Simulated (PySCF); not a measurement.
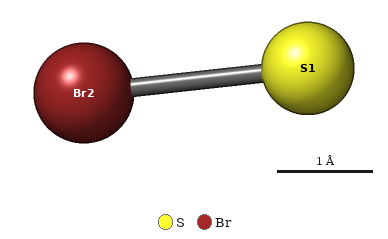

Fig. 1: The starting structure (ball-and-stick view, seen at a tilt; atoms are numbered from 1 in the order of the input).

Geometry relaxation, with input and output: SBr (part 1 of 2)

The run: geometry relaxation of SBr, multiplicity 2. Method and program: ROHF/pcseg-1, optimize (PySCF 2.14.0).

Figures and captions count atoms from 1; the log counts them from 0 in places.

Input
```python
from pyscf import gto, scf
from pyscf.geomopt.geometric_solver import optimize

mol = gto.M(
    atom='S 0 0 0; Br 0 0 2.415',
    basis='pcseg-1',
    charge=0,
    spin=1,
    verbose=4,
)
mf = scf.ROHF(mol)
mf = mf.density_fit(auxbasis='def2-universal-jkfit')
mf.kernel()
mol_eq = optimize(mf, maxsteps=30)
print('optimised geometry (angstrom)')
print(mol_eq.tostring('raw'))
print('orbital energies (hartree):', mf.mo_energy[..., max(0, mol.nelec[1]-3):mol.nelec[0]+3].round(4))
```

Run on 1 CPU thread, shared host.

Launch command:
```bash
OMP_NUM_THREADS=1 python input.py
```

Log
```
PySCF version 2.14.0

[INPUT] verbose = 4
[INPUT] num. atoms = 2
[INPUT] num. electrons = 51
[INPUT] charge = 0
[INPUT] spin (= nelec alpha-beta = 2S) = 1
[INPUT] symmetry False subgroup None
[INPUT] Mole.unit = angstrom
[INPUT] Symbol           X                Y                Z      unit          X                Y                Z       unit  Magmom
[INPUT]  1 S      0.000000000000   0.000000000000   0.000000000000 AA    0.000000000000   0.000000000000   0.000000000000 Bohr   0.0
[INPUT]  2 Br     0.000000000000   0.000000000000   2.415000000000 AA    0.000000000000   0.000000000000   4.563688590825 Bohr   0.0

nuclear repulsion = 122.707759053913
number of shells = 6
number of NR pGTOs = 126
number of NR cGTOs = 45
basis = pcseg-1
ecp = {}

******** <class 'pyscf.df.df_jk.DFROHF'> ********
method = DFROHF
initial guess = minao
damping factor = 0
level_shift factor = 0
DIIS = <class 'pyscf.scf.diis.CDIIS'>
diis_start_cycle = 1
diis_space = 8
diis_damp = 0
SCF conv_tol = 1e-09
SCF conv_tol_grad = None
SCF max_cycles = 50
direct_scf = False
num. doubly occ = 25  num. singly occ = 1
Set gradient conv threshold to 3.16228e-05
******** <class 'pyscf.df.df.DF'> ********
auxbasis = def2-universal-jkfit
init E= -2968.14083607237
  HOMO = -0.267625768759049  LUMO = -0.126025338612572  gap/eV = 3.85314
cycle= 1 E= -2969.51546680186  delta_E= -1.37  |g|= 0.172  |ddm|=  1.3
  HOMO = -0.282674818592916  LUMO = -0.0394255937721295  gap/eV = 6.61915
cycle= 2 E= -2969.53495586958  delta_E= -0.0195  |g|= 0.0609  |ddm|= 0.318
  HOMO = -0.243454396109997  LUMO = -0.0109927216356731  gap/eV = 6.32560
cycle= 3 E= -2969.53840459289  delta_E= -0.00345  |g|= 0.0317  |ddm|= 0.128
  HOMO = -0.248984655330427  LUMO = -0.00834462454731444  gap/eV = 6.54815
cycle= 4 E= -2969.53917370147  delta_E= -0.000769  |g|= 0.0125  |ddm|= 0.0578
  HOMO = -0.246719985068052  LUMO = -0.00857328986386929  gap/eV = 6.48030
cycle= 5 E= -2969.5392709346  delta_E= -9.72e-05  |g|= 0.00482  |ddm|= 0.018
  HOMO = -0.246342580187392  LUMO = -0.00850737798566481  gap/eV = 6.47183
cycle= 6 E= -2969.53929780604  delta_E= -2.69e-05  |g|= 0.00114  |ddm|= 0.0123
  HOMO = -0.246039336362843  LUMO = -0.00838605478546173  gap/eV = 6.46688
cycle= 7 E= -2969.53930032279  delta_E= -2.52e-06  |g|= 0.000389  |ddm|= 0.00428
  HOMO = -0.246008275885485  LUMO = -0.00842017940633033  gap/eV = 6.46510
cycle= 8 E= -2969.53930051755  delta_E= -1.95e-07  |g|= 7.64e-05  |ddm|= 0.00125
  HOMO = -0.24597614073927  LUMO = -0.00841341210709179  gap/eV = 6.46441
cycle= 9 E= -2969.53930052309  delta_E= -5.53e-09  |g|= 1.05e-05  |ddm|= 0.000189
  HOMO = -0.245976812938095  LUMO = -0.00841446296351833  gap/eV = 6.46440
cycle= 10 E= -2969.53930052317  delta_E= -8.28e-11  |g|= 1.76e-06  |ddm|= 1.92e-05
  HOMO = -0.245976369980429  LUMO = -0.00841423300639743  gap/eV = 6.46440
Extra cycle  E= -2969.53930052317  delta_E= -3.64e-12  |g|= 5.9e-07  |ddm|= 2.26e-06
converged SCF energy = -2969.53930052317
Create scanner for <class 'pyscf.df.grad.rohf.Gradients'>
Create scanner for <class 'pyscf.df.df_jk.DFROHF'>
input.py

Current date and time:

#|     Arguments passed to driver run_optimizer():      |#
customengine              <pyscf.geomopt.geometric_solver.PySCFEngine object>
logIni                    [file]
maxiter                   30
----------------------------------------------------------
Custom engine selected.
Bonds will be generated from interatomic distances less than 1.20 times sum of covalent radii
6 internal coordinates being used (instead of 6 Cartesians)
Internal coordinate system (atoms numbered from 1):
Distance 1-2
Translation-X 1-2
Translation-Y 1-2
Translation-Z 1-2
Rotation-A 1-2
Rotation-B 1-2
Rotation-C 1-2
<class 'geometric.internal.Distance'> : 1
<class 'geometric.internal.TranslationX'> : 1
<class 'geometric.internal.TranslationY'> : 1
<class 'geometric.internal.TranslationZ'> : 1
<class 'geometric.internal.RotationA'> : 1
<class 'geometric.internal.RotationB'> : 1
<class 'geometric.internal.RotationC'> : 1
> ===== Optimization Info: ====
> Job type: Energy minimization
> Maximum number of optimization cycles: 30
> Initial / maximum trust radius (Angstrom): 0.100 / 0.300
> Convergence Criteria:
> Will converge when all 5 criteria are reached:
>  |Delta-E| < 1.00e-06
>  RMS-Grad  < 3.00e-04
>  Max-Grad  < 4.50e-04
>  RMS-Disp  < 1.20e-03
>  Max-Disp  < 1.80e-03
> === End Optimization Info ===

Geometry optimization cycle 1
Cartesian coordinates (Angstrom)
 Atom        New coordinates             dX        dY        dZ
   S   0.000000   0.000000   0.000000    0.000000  0.000000  0.000000
  Br   0.000000   0.000000   2.415000    0.000000  0.000000  0.000000

WARN: Mole.unit (angstrom) is changed to Bohr

New geometry
   1 S      0.000000000000   0.000000000000   0.000000000000 AA    0.000000000000   0.000000000000   0.000000000000 Bohr
   2 Br     0.000000000000   0.000000000000   2.415000000000 AA    0.000000000000   0.000000000000   4.563688590825 Bohr

******** <class 'pyscf.scf.hf.DFROHF_Scanner'> ********
method = DFROHF_Scanner
initial guess = minao
damping factor = 0
level_shift factor = 0
DIIS = <class 'pyscf.scf.diis.CDIIS'>
diis_start_cycle = 1
diis_space = 8
diis_damp = 0
SCF conv_tol = 1e-09
SCF conv_tol_grad = None
SCF max_cycles = 50
direct_scf = False
num. doubly occ = 25  num. singly occ = 1
Set gradient conv threshold to 3.16228e-05
******** <class 'pyscf.df.df.DF'> ********
auxbasis = def2-universal-jkfit
init E= -2969.53930052317
  HOMO = -0.245976425492856  LUMO = -0.00841424353524944  gap/eV = 6.46440
cycle= 1 E= -2969.53930052317  delta_E= -4.55e-13  |g|= 2.25e-07  |ddm|= 6.22e-07
  HOMO = -0.245976417875077  LUMO = -0.00841424778541877  gap/eV = 6.46440
Extra cycle  E= -2969.53930052317  delta_E= 1.36e-12  |g|= 8.42e-08  |ddm|= 2.24e-07
converged SCF energy = -2969.53930052317

******** <class 'pyscf.grad.rhf.Gradients_Scanner'> for <class 'pyscf.scf.hf.DFROHF_Scanner'> ********
unit = Eh/Bohr
--------------- DFROHF_Scanner gradients ---------------
         x                y                z
0 S     0.0000000000    -0.0000000000    -0.0498942146
1 Br    -0.0000000000    -0.0000000000     0.0498942146
----------------------------------------------
cycle 1: E = -2969.53930052  dE = -2969.54  norm(grad) = 0.0705611
Step    0 : Gradient = 4.989e-02/4.989e-02 (rms/max) Energy = -2969.5393005232
Hessian Eigenvalues: 5.00000e-02 5.00000e-02 5.00000e-02 ... 5.00000e-02 5.00000e-02 1.11552e-01

Geometry optimization cycle 2
Cartesian coordinates (Angstrom)
 Atom        New coordinates             dX        dY        dZ
   S  -0.000000  -0.000000   0.100000   -0.000000 -0.000000  0.100000
  Br   0.000000   0.000000   2.315000    0.000000  0.000000 -0.100000
New geometry
   1 S     -0.000000000000  -0.000000000000   0.100000000004 AA   -0.000000000000  -0.000000000000   0.188972612463 Bohr
   2 Br     0.000000000000   0.000000000001   2.314999999997 AA    0.000000000001   0.000000000002   4.374715978363 Bohr

******** <class 'pyscf.scf.hf.DFROHF_Scanner'> ********
method = DFROHF_Scanner
initial guess = minao
damping factor = 0
level_shift factor = 0
DIIS = <class 'pyscf.scf.diis.CDIIS'>
diis_start_cycle = 1
diis_space = 8
diis_damp = 0
SCF conv_tol = 1e-09
SCF conv_tol_grad = None
SCF max_cycles = 50
direct_scf = False
num. doubly occ = 25  num. singly occ = 1
Set gradient conv threshold to 3.16228e-05
******** <class 'pyscf.df.df.DF'> ********
auxbasis = def2-universal-jkfit
init E= -2969.60865813394
  HOMO = -0.23459445711572  LUMO = 0.0458216901004078  gap/eV = 7.63051
cycle= 1 E= -2969.55101315177  delta_E= 0.0576  |g|= 0.0461  |ddm|= 0.155
  HOMO = -0.237742867011999  LUMO = 0.0380671697252755  gap/eV = 7.50517
cycle= 2 E= -2969.55206556713  delta_E= -0.00105  |g|= 0.0185  |ddm|= 0.0701
  HOMO = -0.231910382246514  LUMO = 0.0418912184646736  gap/eV = 7.45052
cycle= 3 E= -2969.55219707692  delta_E= -0.000132  |g|= 0.00447  |ddm|= 0.0202
  HOMO = -0.23391830069698  LUMO = 0.0413961560084193  gap/eV = 7.49169
cycle= 4 E= -2969.55221433417  delta_E= -1.73e-05  |g|= 0.00225  |ddm|= 0.00961
  HOMO = -0.233267668843052  LUMO = 0.041552783256245  gap/eV = 7.47825
cycle= 5 E= -2969.55221752239  delta_E= -3.19e-06  |g|= 0.000569  |ddm|= 0.00381
  HOMO = -0.233274819756676  LUMO = 0.0416242515304275  gap/eV = 7.48038
cycle= 6 E= -2969.55221782338  delta_E= -3.01e-07  |g|= 0.000171  |ddm|= 0.0012
  HOMO = -0.233308261073044  LUMO = 0.041603629788926  gap/eV = 7.48073
cycle= 7 E= -2969.55221786141  delta_E= -3.8e-08  |g|= 3.79e-05  |ddm|= 0.000485
  HOMO = -0.233305193774193  LUMO = 0.0416057055578845  gap/eV = 7.48071
cycle= 8 E= -2969.55221786312  delta_E= -1.71e-09  |g|= 7.64e-06  |ddm|= 0.000116
  HOMO = -0.233307597895297  LUMO = 0.0416045450316405  gap/eV = 7.48074
cycle= 9 E= -2969.55221786315  delta_E= -2.64e-11  |g|= 1.01e-06  |ddm|= 1.18e-05
  HOMO = -0.233307334952779  LUMO = 0.0416046468135198  gap/eV = 7.48074
Extra cycle  E= -2969.55221786315  delta_E= 1.82e-12  |g|= 5.25e-07  |ddm|= 1.86e-06
converged SCF energy = -2969.55221786315

******** <class 'pyscf.grad.rhf.Gradients_Scanner'> for <class 'pyscf.scf.hf.DFROHF_Scanner'> ********
unit = Eh/Bohr
--------------- DFROHF_Scanner gradients ---------------
         x                y                z
0 S     0.0000000000     0.0000000000    -0.0127308838
1 Br    -0.0000000000     0.0000000000     0.0127308838
----------------------------------------------
cycle 2: E = -2969.55221786  dE = -0.0129173  norm(grad) = 0.0180042
Step    1 : Displace = 1.000e-01/1.000e-01 (rms/max) Trust = 1.000e-01 (=) Grad = 1.273e-02/1.273e-02 (rms/max) E (change) = -2969.5522178631 (-1.292e-02) Quality = 1.186
Hessian Eigenvalues: 5.00000e-02 5.00000e-02 5.00000e-02 ... 5.00000e-02 5.00000e-02 9.83299e-02

Geometry optimization cycle 3
Cartesian coordinates (Angstrom)
 Atom        New coordinates             dX        dY        dZ
   S  -0.000000  -0.000000   0.134257   -0.000000 -0.000000  0.034257
  Br   0.000000   0.000000   2.280743    0.000000 -0.000000 -0.034257
New geometry
   1 S     -0.000000000000  -0.000000000000   0.134256573879 AA   -0.000000000000  -0.000000000000   0.253708155054 Bohr
   2 Br     0.000000000000   0.000000000000   2.280743426126 AA    0.000000000001   0.000000000000   4.309980435780 Bohr
```
